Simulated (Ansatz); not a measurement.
**Tc of Ta (Im-3m) from its phonons**

Aim: the phonon-mediated transition temperature of Ta (Im-3m) at ambient pressure, over a range of μ*. The cell shown first is a relaxed one, from steps not shown here.

Calculated with Ansatz 0.2.0; DFT PBE, scalar-relativistic, plane waves, PAW.

**What experiment says.**

For Ta (foil much thicker than the skin depth), “Surface-resistance measurements using superconducting stripline resonators” (2013, arxiv:1309.5331) gives, by microwave stripline resonator: superconducting transition temperature (superconducting transition seen in surface resistance) 4.5 K.

## 1. The cell after earlier relaxation steps

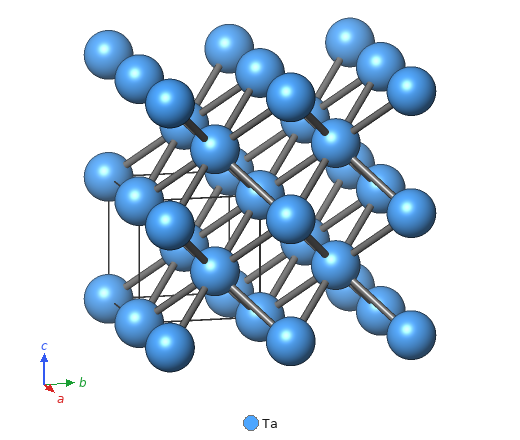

The cell as given, slightly off an axis (tantalum blue). 2×2×2 cells are drawn. This picture shows the conventional cell, with its axes. Some periodic images of atoms are drawn too.

## 2. Electron–phonon run: q 6×6×6, k 18×18×18, scattering 24×24×24

The run that gives the couplings also evaluates McMillan's and Allen and Dynes's formulas and, where asked, the Eliashberg equations, over a range of μ*.

Contents of input.yaml:

```yaml
crystal:
  lattice:
    - [-1.6578710215, 1.6578710215, 1.6578710215]
    - [1.6578710215, -1.6578710215, 1.6578710215]
    - [1.6578710215, 1.6578710215, -1.6578710215]
  atoms:
    - { symbol: Ta, position: [0.0, 0.0, 0.0] }
kpoints:
  mp_grid: { grid: [18, 18, 18] }
hamiltonian:
  xc: pbe
scf:
  occupations: { method: methfessel_paxton, width: 0.2 }
output:
  eigenvalues: true
phonons:
  method: dfpt
  qmesh: [6, 6, 6]
  temperatures: { t_max: 1000, t_step: 50 }
  qpath:
    path:
      - [[0.0, 0.0, 0.0], [0.5, -0.5, 0.5], [0.0, 0.0, 0.5], [0.0, 0.0, 0.0], [0.25, 0.25, 0.25], [0.5, -0.5, 0.5]]
      - [[0.25, 0.25, 0.25], [0.0, 0.0, 0.5]]
    npoints: 10
  electrical_resistivity:
    mesh: [24, 24, 24]
    temperatures: [20.0, 50.0, 80.0, 100.0, 150.0, 200.0, 273.0, 300.0, 400.0, 500.0, 600.0, 800.0]
  superconductivity: { mesh: [24, 24, 24] }
```

Launch:

```
> ansatz run input.yaml --threads 4 --pin off --max-ram 12288MiB --backend cpu --events-out ev --progress --plain --runs-dir out
```

Numbers of over 12 decimals in the logs are rounded to 6 here.

Log:

```text
Engine: ansatz 0.2.0, aarch64-unknown-linux-gnu
Pseudopotentials: kind: paw
Pseudopotential: Ta, paw, valence charge 13, recommended cutoff 420 eV (normal), Ta.paw.azcp
Functional definition: PBE
  parameter kappa = 0.804
  parameter beta = 0.066725
  exchange = pbe_x(kappa = kappa, mu = beta*pi^2/3)
  correlation = pbe_c(beta = beta)
Crystal: 1 atoms, lattice volume = 18.227 Å³
Basis set: ecut = 420 eV, 369 PW (Γ), exchange–correlation on 40×40×40 points (8 copies of the dense FFT grid, shifted against one another)
Bands: 11, of which v1, the nominal top of the filled ones, is band 7 counted from 1 (6 counted from 0)
Symmetry: 48 space group operations
k-points: 195 of 5832
Non-local potential: Ta, projectors of the file, l = 0: 3, l = 1: 2, l = 2: 2, l = 3: 1
PAW form: soft (Blöchl's): semilocal exchange-correlation on the pseudo side does not see the compensation charge
PAW one-centre angular grid: Ta, 590 points (default); XC on 64 Gauss nodes
Initial density: superposition of atomic densities (neutral atoms: chi_scale 0, normalization atom), corrected by the library's trained network
Initial wavefunctions: pseudopotential atomic-orbital guess
Functional: x = pbe(κ = 0.804, μ = 0.219515), c = pbe(β = 0.066725)
SCF iter   1: F=—  HF=-9932.250556 eV  |F-HF|=—  |Δ(HF+E_count)|=         —  Δρ=2.10e-3  dr2=2.13e-4  ethr=1.77e-3  ⟨swp⟩=5.1  Hψ=11340  notcnv=0
preconditioner: auto → none  [metal: Δε(μ)=0.027 eV  Ē_g=8.213 eV  σ=0.200 eV  W_gap=0.11  n_scr=0 (ndim 8)  ℏωp=19.4 eV  f_vac=0.000  D(μ)=1.25/eV (n_scr^D=12)]
SCF iter   2: F=—  HF=-9932.250643 eV  |F-HF|=—  |Δ(HF+E_count)|=   8.68e-5  S|Δr|=    0.00e0  Δρ=9.96e-4  dr2=5.15e-5  ethr=1.63e-6  ⟨swp⟩=2.2  Hψ=4806  notcnv=0
SCF iter   3: F=—  HF=-9932.250713 eV  |F-HF|=—  |Δ(HF+E_count)|=   6.98e-5  S|Δr|=    0.00e0  Δρ=1.60e-4  dr2=1.19e-6  ethr=3.96e-7  ⟨swp⟩=2.2  Hψ=2594  notcnv=0
SCF iter   4: F=—  HF=-9932.250712 eV  |F-HF|=—  |Δ(HF+E_count)|=   1.19e-6  S|Δr|=    0.00e0  Δρ=4.78e-5  dr2=1.14e-7  ethr=9.15e-9  ⟨swp⟩=2.8  Hψ=3281  notcnv=0
SCF iter   5: F=—  HF=-9932.250712 eV  |F-HF|=—  |Δ(HF+E_count)|=   3.59e-8  S|Δr|=    0.00e0  Δρ=1.60e-5  dr2=1.25e-8  ethr=8.78e-10  ⟨swp⟩=1.0  Hψ=2118  notcnv=0
SCF iter   6: F=—  HF=-9932.250712 eV  |F-HF|=—  |Δ(HF+E_count)|=   4.93e-9  S|Δr|=    0.00e0  Δρ=3.80e-7  dr2=1.11e-11  ethr=9.62e-11  ⟨swp⟩=2.8  Hψ=3248  notcnv=0
SCF iter   7: F=-9932.250712 eV  HF=-9932.250712 eV  |F-HF|=7.28e-12  |Δ(HF+E_count)|=  1.64e-11  S|Δr|=    0.00e0  Δρ=1.13e-7  dr2=8.64e-13  ethr=1.00e-12  ⟨swp⟩=6.2  Hψ=8032  notcnv=0
SCF 1 converged in 7 iterations: F = -9932.250712 eV  dr2 = 8.64e-13
  greatest PAW one-centre occupation: 0.999 electrons in one spin orbital (limit 2), on the Ta atom at site 0 (counted from 0), in its partial waves of l = 0
NSCF: frozen V_eff on 195 k-points
NSCF: frozen V_eff on 480 k-points
DFPT response loops at q = (0, 0, 0) (fractional): preconditioner auto → Kerker (q_TF=auto, 2.579 Å⁻¹) (partly filled bands, converged f_vac=0.000); β = 1.00, the filter's whole step (`scf.mixing.beta` (0.50) is not read by the response loops under this deck's `scf.mixing.preconditioner`; to damp them name `kerker` or `kerker_dos`, under which they read `scf.mixing.beta`, and type it under 1.00, their step now; both keys bind the ground state too); Broyden in place of MSR1
NSCF: frozen V_eff on 6156 k-points
DFPT response loops at q = (0, 0, 0.166667) (fractional): mixed as the last ones told, above
NSCF: frozen V_eff on 6156 k-points
DFPT response loops at q = (0, 0, 0.333333) (fractional): mixed as the last ones told, above
NSCF: frozen V_eff on 3100 k-points
DFPT response loops at q = (0, 0, -0.5) (fractional): mixed as the last ones told, above
NSCF: frozen V_eff on 11664 k-points
DFPT response loops at q = (0, 0.166667, 0.166667) (fractional): mixed as the last ones told, above
NSCF: frozen V_eff on 11664 k-points
DFPT response loops at q = (0, 0.166667, 0.333333) (fractional): mixed as the last ones told, above
NSCF: frozen V_eff on 6156 k-points
DFPT response loops at q = (0, 0.333333, 0.333333) (fractional): mixed as the last ones told, above
NSCF: frozen V_eff on 6156 k-points
DFPT response loops at q = (0.166667, 0.166667, 0.166667) (fractional): mixed as the last ones told, above
NSCF: frozen V_eff on 5868 k-points
DFPT response loops at q = (0.166667, 0.166667, 0.333333) (fractional): mixed as the last ones told, above
NSCF: frozen V_eff on 3258 k-points
DFPT response loops at q = (0.166667, 0.166667, -0.166667) (fractional): mixed as the last ones told, above
NSCF: frozen V_eff on 6156 k-points
DFPT response loops at q = (0.166667, 0.333333, -0.333333) (fractional): mixed as the last ones told, above
NSCF: frozen V_eff on 6156 k-points
DFPT response loops at q = (0.166667, -0.5, -0.5) (fractional): mixed as the last ones told, above
NSCF: frozen V_eff on 11664 k-points
DFPT response loops at q = (0.166667, -0.5, -0.333333) (fractional): mixed as the last ones told, above
NSCF: frozen V_eff on 3258 k-points
DFPT response loops at q = (0.333333, 0.333333, -0.333333) (fractional): mixed as the last ones told, above
NSCF: frozen V_eff on 6156 k-points
DFPT response loops at q = (0.333333, -0.5, -0.5) (fractional): mixed as the last ones told, above
NSCF: frozen V_eff on 960 k-points
[...]
mean free path at 200 K (of a tensor a third of its trace): 5.47 nm by what each carries, 4.90 by the Fermi surface alone
  Hall coefficient in a weak field at 200 K (a third of the trace): 9.828e-11 m³/C (as a tensor it moves by 2.9 % between the two finest meshes); by each state's relaxation time: 9.567e-11 m³/C; by a constant relaxation time: 7.766e-11 m³/C
  mean free path at 273 K (of a tensor a third of its trace): 3.91 nm by what each carries, 3.50 by the Fermi surface alone
  Hall coefficient in a weak field at 273 K (a third of the trace): 9.881e-11 m³/C (as a tensor it moves by 2.9 % between the two finest meshes); by each state's relaxation time: 9.609e-11 m³/C; by a constant relaxation time: 7.766e-11 m³/C
  mean free path at 300 K (of a tensor a third of its trace): 3.54 nm by what each carries, 3.16 by the Fermi surface alone
  Hall coefficient in a weak field at 300 K (a third of the trace): 9.903e-11 m³/C (as a tensor it moves by 3.0 % between the two finest meshes); by each state's relaxation time: 9.628e-11 m³/C; by a constant relaxation time: 7.765e-11 m³/C
  mean free path at 400 K (of a tensor a third of its trace): 2.64 nm by what each carries, 2.34 by the Fermi surface alone
  Hall coefficient in a weak field at 400 K (a third of the trace): 9.995e-11 m³/C (as a tensor it moves by 3.0 % between the two finest meshes); by each state's relaxation time: 9.710e-11 m³/C; by a constant relaxation time: 7.764e-11 m³/C
  mean free path at 500 K (of a tensor a third of its trace): 2.11 nm by what each carries, 1.86 by the Fermi surface alone
  Hall coefficient in a weak field at 500 K (a third of the trace): 1.011e-10 m³/C (as a tensor it moves by 3.0 % between the two finest meshes); by each state's relaxation time: 9.811e-11 m³/C; by a constant relaxation time: 7.760e-11 m³/C
  mean free path at 600 K (of a tensor a third of its trace): 1.76 nm by what each carries, 1.54 by the Fermi surface alone
  Hall coefficient in a weak field at 600 K (a third of the trace): 1.023e-10 m³/C (as a tensor it moves by 3.1 % between the two finest meshes); by each state's relaxation time: 9.927e-11 m³/C; by a constant relaxation time: 7.756e-11 m³/C
  mean free path at 800 K (of a tensor a third of its trace): 1.34 nm by what each carries, 1.15 by the Fermi surface alone
  Hall coefficient in a weak field at 800 K (a third of the trace): 1.052e-10 m³/C (as a tensor it moves by 3.1 % between the two finest meshes); by each state's relaxation time: 1.019e-10 m³/C; by a constant relaxation time: 7.748e-11 m³/C
  the resistivity times a path that all electrons share, by the Fermi surface of the deck's mesh alone (a third of the trace): 4.308e-16 Ω·m²
  not converged in the mesh (λ; λ_tr; the resistivity at 20 K by 4.96 %): between neighbouring meshes, the two finest first, λ moves by 5.21 % and 3.27 %, λ_tr by 6.07 % and 10.36 % and the resistivity by up to 4.96 % and 7.34 %; an estimate, no bound, puts it up to 8.8e-7 % above the Boltzmann equation's exact value after up to 6 iterations (at most 30 are made, fewer where the estimate is under 1.0e-6 % of each spin channel's own resistivity)
  vibrations of 216 cells: unjudged by the run; compare a larger repeat
  the changes of the potential over all sites missed a rigid shift's by 0.00 % (the site terms' by 0.01 %)
  at the force constants' own smearing the fine mesh and the k-points of their solves give squared frequencies that differ by 6.6 % of the larger at the most, at (0, 0, -0.5)
--- Superconductivity: potentials and phonons of a 6×6×6 supercell ---
           mesh         λ    ħω_log (meV)  μ* declared at (meV)
       24×24×24    0.9372          12.297               13.621
       12×12×12    0.9860          12.361               13.648
          6×6×6    1.0183          12.375               13.493
  λ by the species' shares of the modes' patterns: Ta 0.9372
  with the Fermi level up to 20.1 meV (the hardest mode) off, states and modes as they are: density of states 0.6353 to 0.6733 /eV of one spin and cell, λ 0.9133 to 0.9637
  transition temperature on the deck's mesh (K), isotropic and anisotropic, restricted to the Fermi surface (FSR) and over the full bandwidth (FBW), and the last with the density of states resolved in a narrower window:
        μ*   McMillan   Allen–Dynes      iso. FSR      iso. FBW    aniso. FSR    aniso. FBW  narrow window
      0.08      9.908        10.502        10.270        10.273        10.466        10.469         10.469
      0.10      8.957         9.447         9.101         9.103         9.300         9.302          9.302
      0.12      8.029         8.431         7.990         7.992         8.191         8.192          8.193
      0.13      7.575         7.939         7.458         7.459         7.659         7.660          7.660
      0.14      7.128         7.457         6.942         6.943         7.143         7.144          7.144
      0.16      6.258         6.526         5.960         5.961         6.160         6.161          6.161
      0.20      4.637         4.809         4.215         4.216         4.408         4.409          4.409
  isotope coefficients −∂ln Tc/∂ln M under μ* = 0.13, the force constants as they are, of the isotropic transitions restricted to the Fermi surface and over the full bandwidth: Ta 0.441 and 0.441
  gaps at the Fermi level over the full bandwidth under μ* = 0.1, 2.326 K: 1.254 to 1.971 meV
  gaps at the Fermi level over the full bandwidth under μ* = 0.13, 1.915 K: 0.997 to 1.620 meV
  gaps at the Fermi level over the full bandwidth under μ* = 0.16, 1.540 K: 0.774 to 1.304 meV
  not converged in the mesh (λ, the transition temperature): between neighbouring meshes, the two finest first, λ moves by 5.21 % and 3.27 % and the anisotropic transition temperature over the full bandwidth at μ* = 0.13 by 11.19 % and 5.99 %; converged means that the two finest part by at most 2.00 % and 5.00 %
  vibrations of 216 cells: unjudged by the run; compare a larger repeat
  the changes of the potential over all sites missed a rigid shift's by 0.00 % (the site terms' by 0.01 %)
  at the force constants' own smearing the fine mesh and the k-points of their solves give squared frequencies that differ by 6.6 % of the larger at the most, at (0, 0, -0.5)
[key lines of the parts left out:]
SCF converged after 7 iterations
Free energy (F): -9932.250712 eV
Fermi energy:    18.393624 eV
```

Wall time 11 min (4 threads of Arm Neoverse V2, shared host); peak memory 7.9 GiB.

The column dr2 measures how far the density is from self-consistency, as an energy; F and HF (Harris–Foulkes) agree once it is small.

Numbers from this step:

- volume per atom: 18.23 Å³
- metallic on mesh: yes
- gap on the k-mesh: 0 eV
- zero point energy: 0.02109 eV/cell
- share of imaginary modes in the plain interpolation between solved wavevectors: 0
- highest frequency, solved or plainly interpolated: 164.9 cm⁻¹
- Debye temperature (second moment): 218 K
- resistivity at 300 K: 13.61 μΩ cm
- coupling constant λ: 0.9372
- density of states at the Fermi level: 0.6534 states/eV a spin and cell
- log mean phonon energy ħω_log: 12.3 meV
- transport coupling constant λ_tr: 0.9025, 0.9025, 0.9025 (xx, yy, zz)
- Drude plasma energy: 8.715, 8.715, 8.715 eV (xx, yy, zz)
- resistivity times mean free path: 4.308, 4.308, 4.308 × 10⁻¹⁶ Ω m² (xx, yy, zz)
- second-moment phonon energy ħω₂: 13.62 meV
- coupling λ by branch: 0.394, 0.313, 0.23 (branches by rank of frequency)

Transition temperatures:

```csv
μ*,McMillan Tc (K),Allen–Dynes Tc (K),isotropic Fermi-surface Tc (K),isotropic full bandwidth Tc (K),anisotropic Fermi-surface Tc (K),anisotropic full bandwidth Tc (K),anisotropic narrow window Tc (K)
0.08,9.91,10.5,10.3,10.3,10.5,10.5,10.5
0.1,8.96,9.45,9.1,9.1,9.3,9.3,9.3
0.12,8.03,8.43,7.99,7.99,8.19,8.19,8.19
0.13,7.57,7.94,7.46,7.46,7.66,7.66,7.66
0.14,7.13,7.46,6.94,6.94,7.14,7.14,7.14
0.16,6.26,6.53,5.96,5.96,6.16,6.16,6.16
0.2,4.64,4.81,4.21,4.22,4.41,4.41,4.41
```

The Eliashberg function α²F has structure finer than the step of the table below, so its rows give means over 1 meV, whole bins alone (the curve runs from 0.079 to 20.1 meV). Peaks (meV: height): α²F 11.4: 0.888, 16.6: 1.18, 17.4: 1.94; α²F tr 11.4: 0.947, 17.4: 1.67.

Eliashberg function α²F against phonon energy; means over each step:

```csv
phonon energy (meV),α²F,α²F tr
1,3.4e-4,8.3e-6
2,0.00300,3.8e-4
3,0.00885,0.00236
4,0.0209,0.00923
5,0.0438,0.0271
6,0.0802,0.0644
7,0.121,0.114
8,0.139,0.135
9,0.162,0.154
10,0.227,0.216
11,0.576,0.589
12,0.653,0.698
13,0.428,0.456
14,0.438,0.482
15,0.417,0.464
16,0.586,0.529
17,1.19,1.05
18,0.784,0.771
19,0.152,0.144
```

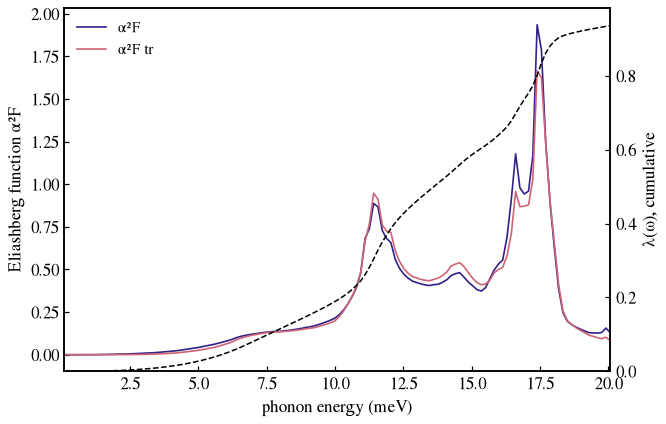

Eliashberg function α²F, plotted against phonon energy. The dashed line is the running λ.

Anisotropic full-bandwidth solution, weighted at the Fermi level. Gaps:

```csv
mu*,T (K),mean gap (meV),5 % (meV),95 % (meV),mean Z
0.1,2.33,1.52,1.31,1.69,1.91
0.1,4.65,1.46,1.26,1.63,1.91
0.1,6.98,1.19,1.03,1.33,1.92
0.1,8.37,0.813,0.701,0.911,1.93
0.13,1.92,1.23,1.05,1.38,1.92
0.13,3.83,1.18,1,1.32,1.92
0.13,5.75,0.96,0.819,1.08,1.92
0.13,6.89,0.654,0.558,0.737,1.93
0.16,1.54,0.968,0.818,1.09,1.92
0.16,3.08,0.928,0.783,1.05,1.92
0.16,4.62,0.756,0.638,0.855,1.93
0.16,5.54,0.514,0.434,0.582,1.93
```

dTc/da2F against phonon energy:

```csv
phonon energy (meV),dTc/da2F (K/meV)
2,2.59
4,3.50
6,3.52
8,3.30
10,3.03
12,2.78
14,2.54
16,2.33
18,2.14
20,1.97
```

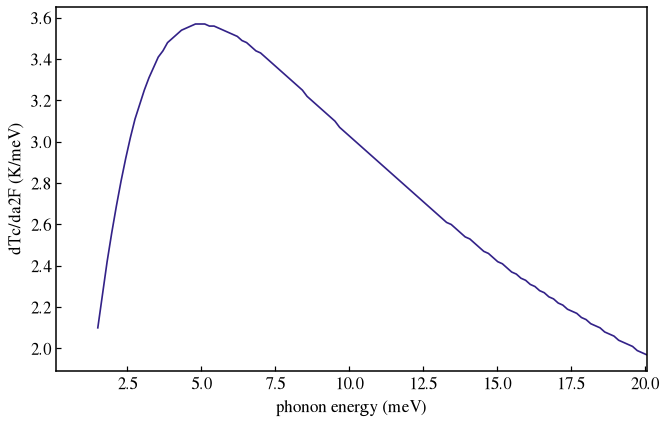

dTc/da2F, plotted against phonon energy.

The share of the Fermi-level states by lambda of a state:

```csv
lambda of a state,share of the Fermi-level states
0.753,0.0224
0.782,0.132
0.810,0.121
0.839,0.0478
0.867,0.0181
0.896,0.0016
0.924,0.0216
0.953,0.0999
0.981,0.148
1.010,0.173
1.040,0.125
1.070,0.0546
1.100,0.0236
1.120,0.0056
1.150,0.0044
1.180,3.0e-4
1.210,0
1.240,1.0e-4
1.270,0
1.300,0
1.320,0
1.350,0
1.380,0
1.410,0
```

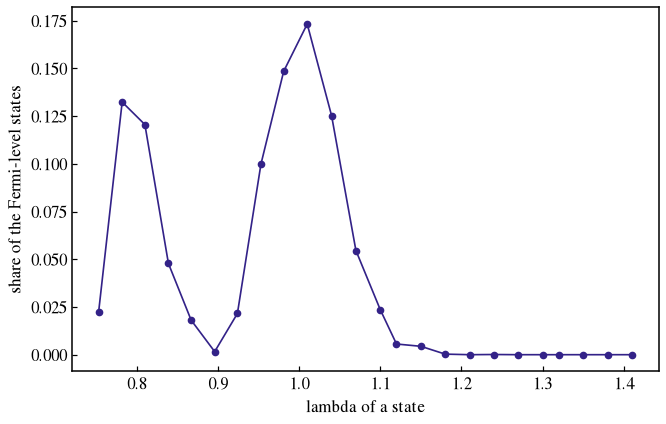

Share of the Fermi-level states against lambda of a state.

## 3. Results

```json
{
  "meshes": "q 6×6×6, k 18×18×18, scattering 24×24×24",
  "coupling constant λ": "0.937",
  "log mean phonon energy ħω_log": "12.3 meV",
  "Allen–Dynes Tc at μ* = 0.1": "9.45 K",
  "Allen–Dynes Tc at μ* = 0.13": "7.94 K",
  "anisotropic Eliashberg Tc at μ* = 0.1": "9.3 K",
  "anisotropic Eliashberg Tc at μ* = 0.13": "7.66 K"
}
```

**Reading.** In the last run (PBE, q 6×6×6, k 18×18×18, scattering 24×24×24), with λ = 0.94 and ħω_log = 12.3 meV, Tc at μ* = 0.13 is 7.6 K by McMillan's formula, 7.9 K by Allen and Dynes's and 7.7 K by the anisotropic Eliashberg equations. Raising μ* from 0.10 to 0.16 lowers the Allen–Dynes value from 9.4 to 6.5 K. The mean gap at a quarter of Tc gives 2Δ/k_B Tc = 3.73, against 3.53 in weak-coupling theory. The gap spreads from 1.1 to 1.4 meV over nine tenths of the Fermi surface. By the run's own test λ is not converged in the fine mesh: it moves by 5 % between the two finest. The run's transport test calls it not converged in the mesh. No spin–orbit coupling, which matters for Ta. μ* is a typed number, phonons are harmonic, and spin fluctuations are left out; at μ* = 0.13 McMillan's formula turns 1 % in λ into about 1.9 % in Tc.

Calculation against experiment:

| quantity | measured | Allen–Dynes, PBE, q 6×6×6, fine 24×24×24 | Eliashberg, PBE, q 6×6×6, fine 24×24×24 |
| --- | --- | --- | --- |
| superconducting transition temperature (μ* = 0.13) (kelvin) | 4.5 | 7.94 (+76.4 %) | 7.66 (+70.2 %) |

Measured values from arxiv:1309.5331 (2013).

**Verdict.** For the superconducting transition temperature, of the levels listed nearest comes Eliashberg, PBE, q 6×6×6, fine 24×24×24 (+70.2 %, a clear miss) and farthest Allen–Dynes, PBE, q 6×6×6, fine 24×24×24 (+76.4 %, a clear miss). Limits of convergence are named above.

[Logs are printed without paths, hosts, clocks, repeated set-up lines and the standing remarks that a program may print on its own settings, such as how far it seeks lower states.]

[Hosts, paths, dates, database ids (printed as entryN), source tags and the programs' standing remarks are cut or masked in the printed files.]
